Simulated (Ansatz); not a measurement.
# A workflow on BClH2 (SMILES BCl)

Aim: a point of an energy scan (HF/6-31G**), then a point of an energy scan (HF/6-31G**), then a point of an energy scan (HF/6-31G**), then a point of an energy scan (HF/6-31G**), then a point of an energy scan (UHF/6-31G**), then a point of an energy scan (UHF/6-31G**) of BClH2. 

The calculation is run with Ansatz 0.2.0.

## (1) Starting point

BClH2: 4 atoms, total charge 0, spin state singlet. SMILES: `BCl`. The shape is that of a PBE0-D4/def2-TZVP optimisation.

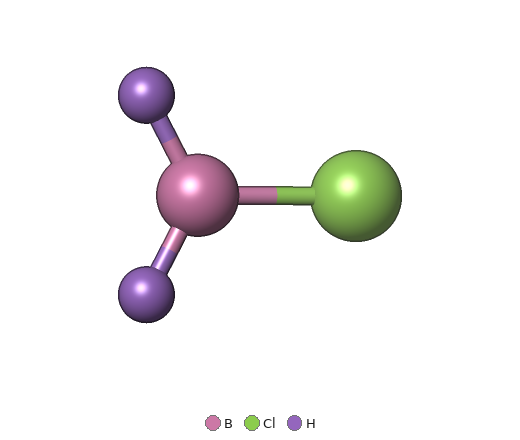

The structure, seen from a chosen angle (boron pink, chlorine green, hydrogen purple).

## (2) A point of an energy scan at HF/6-31G(d,p) (Cartesian functions, held atoms (3, 1), held distance 1.1902 angstrom) (run 1)

The input, run.yaml:

```yaml
crystal:
  periodic: [false, false, false]
  atoms:
    - {symbol: B, position_ang: [-0.116700, 0.021700, -0.075300]}
    - {symbol: Cl, position_ang: [1.365000, -0.395300, 0.721200]}
    - {symbol: H, position_ang: [-1.106200, -0.559500, 0.240400]}
    - {symbol: H, position_ang: [-0.086600, 0.872800, -0.906600]}
basis:
  gaussian: {orbitals: 6-31G_st__st_.json}
hamiltonian: {xc: hf}
relax: {max_steps: 60, constraints: [{distance: [2, 0], at: 1.1902}]}
```

The basis set 6-31G** is read from a file made from the Basis Set Exchange's data (not shown).

Command:

```console
$ ansatz run run.yaml --threads 1 --pin off --max-ram 2610MiB --events-out events.jsonl --progress --plain --runs-dir runs
```

What it wrote:

```text
Warning: RAYON_NUM_THREADS=1 ignored (pool sized by the plan → 1); use --threads N
The last accepted step is kept in runs//last_step.txt (removed where the run ends without a failure and the disk answers)
[... 42 lines left out ...]
Total energy: -13207.13360451 eV, -485.3532078491 hartree
[... 4 lines left out ...]
Dipole moment:    -0.215038     0.062426    -0.117467 e Å
```

Wall time 2.9 s (1 thread of Intel Xeon Platinum 8488C (Sapphire Rapids), shared host); peak memory 0.1 GiB.

## (3) A point of an energy scan at HF/6-31G(d,p) (Cartesian functions, held atoms (3, 1), held distance 1.3092 angstrom) (run 2)

The input, molecule.yaml:

```yaml
crystal:
  periodic: [false, false, false]
  atoms:
    - {symbol: B, position_ang: [-0.119584, 0.024372, -0.078668]}
    - {symbol: Cl, position_ang: [1.379198, -0.398159, 0.727688]}
    - {symbol: H, position_ang: [-1.110910, -0.554973, 0.234717]}
    - {symbol: H, position_ang: [-0.093204, 0.868460, -0.904037]}
basis:
  gaussian: {orbitals: 6-31G_st__st_.json}
total_charge: 0
hamiltonian: {xc: hf}
relax: {max_steps: 60, constraints: [{distance: [2, 0], at: 1.3092}]}
```

The basis set 6-31G** is read from a file made from the Basis Set Exchange's data (not shown).

Command:

```console
$ ansatz run molecule.yaml --threads 1 --pin off --max-ram 2610MiB --events-out events.jsonl --progress --plain --runs-dir runs
```

What it wrote, cut to the lines that bear on the results:

```text
Warning: RAYON_NUM_THREADS=1 ignored (pool sized by the plan → 1); use --threads N
[... 1 set-up line as earlier in the session ...]
[... 49 lines left out ...]
Total energy: -13206.95533164 eV, -485.3466564421 hartree
[... 4 lines left out ...]
Dipole moment:    -0.172198     0.076847    -0.120552 e Å
```

Wall time 3.3 s (1 thread of Intel Xeon Platinum 8488C (Sapphire Rapids), shared host); peak memory 0.1 GiB.

## (4) A point of an energy scan at HF/6-31G(d,p) (Cartesian functions, held atoms (3, 1), held distance 1.4282 angstrom) (run 3)

The input, in.yaml:

```yaml
basis:
  gaussian:
    orbitals: 6-31G_st__st_.json
crystal:
  periodic: [false, false, false]
  atoms:
    - {symbol: B, position_ang: [-0.088750, 0.040050, -0.086125]}
    - {symbol: Cl, position_ang: [1.399752, -0.389441, 0.724395]}
    - {symbol: H, position_ang: [-1.183093, -0.593170, 0.253658]}
    - {symbol: H, position_ang: [-0.072409, 0.882262, -0.912228]}
hamiltonian:
  xc: hf
relax:
  max_steps: 60
  constraints: [{distance: [2, 0], at: 1.4282}]
```

The basis set 6-31G** is read from a file made from the Basis Set Exchange's data (not shown).

Command:

```console
$ ansatz run in.yaml --threads 1 --pin off --max-ram 2610MiB --events-out events.jsonl --progress --plain --runs-dir runs
```

What it wrote, cut to the lines that bear on the results:

```text
Warning: RAYON_NUM_THREADS=1 ignored (pool sized by the plan → 1); use --threads N
[... 1 set-up line as earlier in the session ...]
[... 49 lines left out ...]
Total energy: -13206.57545946 eV, -485.3326963968 hartree
[... 4 lines left out ...]
Dipole moment:    -0.123368     0.093170    -0.123957 e Å
```

It took 3 s on 1 thread of Intel Xeon Platinum 8488C (Sapphire Rapids), shared host; peak memory 0.1 GiB.

## (5) A point of an energy scan at HF/6-31G(d,p) (Cartesian functions, held atoms (3, 1), held distance 1.6068 angstrom) (run 4)

The input, run.yaml:

```yaml
crystal:
  periodic: [false, false, false]
  atoms:
    - {symbol: B, position_ang: [-0.057018, 0.055782, -0.093392]}
    - {symbol: Cl, position_ang: [1.420240, -0.381019, 0.721468]}
    - {symbol: H, position_ang: [-1.254907, -0.630741, 0.271990]}
    - {symbol: H, position_ang: [-0.052814, 0.895680, -0.920366]}
basis:
  gaussian:
    orbitals: 6-31G_st__st_.json
relax:
  max_steps: 60
  constraints: [{distance: [2, 0], at: 1.6068}]
hamiltonian:
  xc: hf
```

The basis set 6-31G** is read from a file made from the Basis Set Exchange's data (not shown).

Command:

```console
$ ansatz run run.yaml --threads 1 --pin off --max-ram 2610MiB --events-out events.jsonl --progress --plain --runs-dir runs
```

What it wrote, cut to the lines that bear on the results:

```text
Warning: RAYON_NUM_THREADS=1 ignored (pool sized by the plan → 1); use --threads N
[... 1 set-up line as earlier in the session ...]
[... 49 lines left out ...]
Total energy: -13205.83148247 eV, -485.3053557465 hartree
[... 4 lines left out ...]
Dipole moment:    -0.040062     0.121087    -0.130076 e Å
```

Wall time 2.7 s (1 thread of Intel Xeon Platinum 8488C (Sapphire Rapids), shared host); peak memory 0.1 GiB.

## (6) A point of an energy scan at UHF/6-31G(d,p) (Cartesian functions, held atoms (3, 1), held distance 1.7853 angstrom) (run 5)

The input, input.yaml:

```yaml
crystal:
  periodic: [false, false, false]
  atoms:
    - {symbol: B, position_ang: [-0.008075, 0.079252, -0.104207]}
    - {symbol: Cl, position_ang: [1.451098, -0.368809, 0.717646]}
    - {symbol: H, position_ang: [-1.362300, -0.685996, 0.298628]}
    - {symbol: H, position_ang: [-0.025223, 0.915255, -0.932367]}
basis:
  gaussian:
    orbitals: 6-31G_st__st_.json
magnetization:
  spin_polarized: true
  initial_magnetization: 0
hamiltonian:
  xc: hf
relax:
  max_steps: 60
  constraints: [{distance: [2, 0], at: 1.7853}]
```

The basis set 6-31G** is read from a file made from the Basis Set Exchange's data (not shown).

Command:

```console
$ ansatz run input.yaml --threads 1 --pin off --max-ram 2610MiB --events-out events.jsonl --progress --plain --runs-dir runs
```

What it wrote, cut to the lines that bear on the results:

```text
Warning: RAYON_NUM_THREADS=1 ignored (pool sized by the plan → 1); use --threads N
[... 1 set-up line as earlier in the session ...]
[... 51 lines left out ...]
Total energy: -13205.02610129 eV, -485.2757585343 hartree
[... 4 lines left out ...]
Dipole moment:     0.053744     0.153330    -0.137187 e Å
```

It took 3.9 s on 1 thread of Intel Xeon Platinum 8488C (Sapphire Rapids), shared host; peak memory 0.1 GiB.

## (7) A point of an energy scan at UHF/6-31G(d,p) (Cartesian functions, held atoms (3, 1), held distance 2.0233 angstrom) (run 6)

The input, molecule.yaml:

```yaml
crystal:
  periodic: [false, false, false]
  atoms:
    - {symbol: B, position_ang: [0.041893, 0.103083, -0.114233]}
    - {symbol: Cl, position_ang: [1.482417, -0.356944, 0.714038]}
    - {symbol: H, position_ang: [-1.469271, -0.740311, 0.324359]}
    - {symbol: H, position_ang: [0.000461, 0.933874, -0.944464]}
basis:
  gaussian:
    orbitals: 6-31G_st__st_.json
magnetization:
  spin_polarized: true
  initial_magnetization: 0
hamiltonian:
  xc: hf
relax:
  max_steps: 60
  constraints: [{distance: [2, 0], at: 2.0233}]
```

The basis set 6-31G** is read from a file made from the Basis Set Exchange's data (not shown).

Command:

```console
$ ansatz run molecule.yaml --threads 1 --pin off --max-ram 2610MiB --events-out events.jsonl --progress --plain --runs-dir runs
```

What it wrote, cut to the lines that bear on the results:

```text
Warning: RAYON_NUM_THREADS=1 ignored (pool sized by the plan → 1); use --threads N
[... 1 set-up line as earlier in the session ...]
[... 57 lines left out ...]
Total energy: -13204.13141525 eV, -485.2428794286 hartree
[... 4 lines left out ...]
Dipole moment:     0.066576     0.158595    -0.139189 e Å
```

Run time: 4.8 s. Hardware: 1 thread of Intel Xeon Platinum 8488C (Sapphire Rapids), shared host; peak memory 0.1 GiB.

## (8) Results

| quantity | value |
| --- | --- |
| run 1, HF/6-31G**: total energy | -485.35321 Eh |
| run 1, HF/6-31G**: dipole moment | 1.21 D |
| run 2, HF/6-31G**: total energy | -485.34666 Eh |
| run 2, HF/6-31G**: dipole moment | 1.07 D |
| run 3, HF/6-31G**: total energy | -485.33270 Eh |
| run 3, HF/6-31G**: dipole moment | 0.95 D |
| run 4, HF/6-31G**: total energy | -485.30536 Eh |
| run 4, HF/6-31G**: dipole moment | 0.88 D |
| run 5, UHF/6-31G**: total energy | -485.27576 Eh |
| run 5, UHF/6-31G**: dipole moment | 1.02 D |
| run 6, UHF/6-31G**: total energy | -485.24288 Eh |
| run 6, UHF/6-31G**: dipole moment | 1.06 D |
| run 6, UHF/6-31G**: ⟨S²⟩ | 0.371 |

**Reading.** Mulliken charges (run 1, HF/6-31G**) run from -0.20 on Cl2 to +0.29 on B1; they depend strongly on the basis. ⟨S²⟩ (run 6, UHF/6-31G**) is 0.37 where a pure singlet has 0.00: the reference is spin-contaminated. Mulliken charges (run 6, UHF/6-31G**) run from -0.14 on Cl2 to +0.26 on B1; they depend strongly on the basis.
